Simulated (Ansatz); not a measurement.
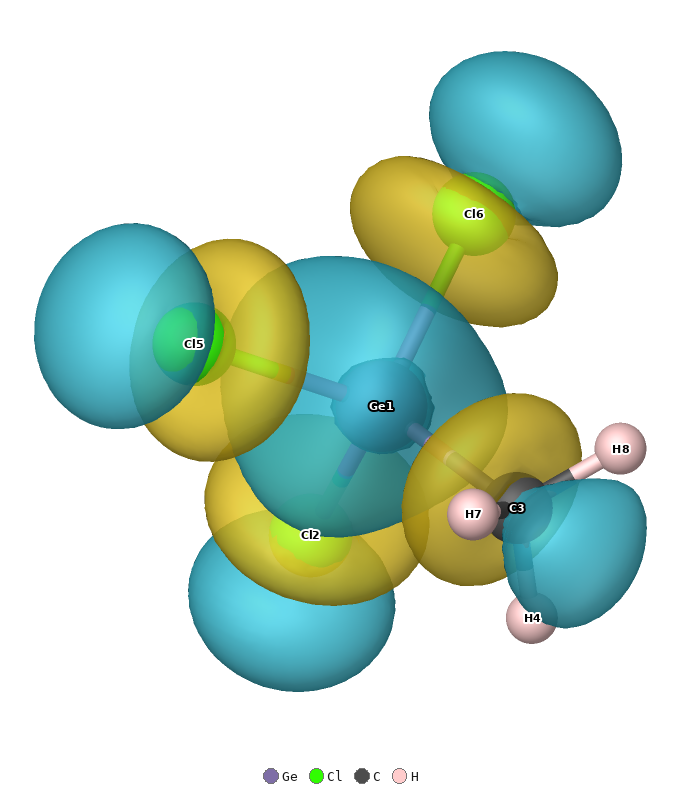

Figure. CH3Cl3Ge. The LUMO at ±0.08 Å⁻³ᐟ² (yellow and cyan are the two phases), seen at an oblique angle.

Computed with RKS LDA/def2-SVP (Ansatz 0.2.0).

```xyz
8

Ge   -0.0844   -0.0370    0.7934
Cl    1.1994   -1.5157    1.6470
C     0.1182    0.0519   -1.1107
H     0.8912   -0.6796   -1.4199
Cl    0.3873    1.8304    1.7173
Cl   -2.0877   -0.5345    1.3435
H     0.4297    1.0789   -1.3874
H    -0.8536   -0.1944   -1.5833
```

Q: What is the character of this orbital?

A: It lies mainly on Ge1 (about 30 %), Cl2 (about 20 %), Cl6 (about 20 %), Cl5 (about 20 %) and C3 (about 10 %). Its energy is −1.96 eV.
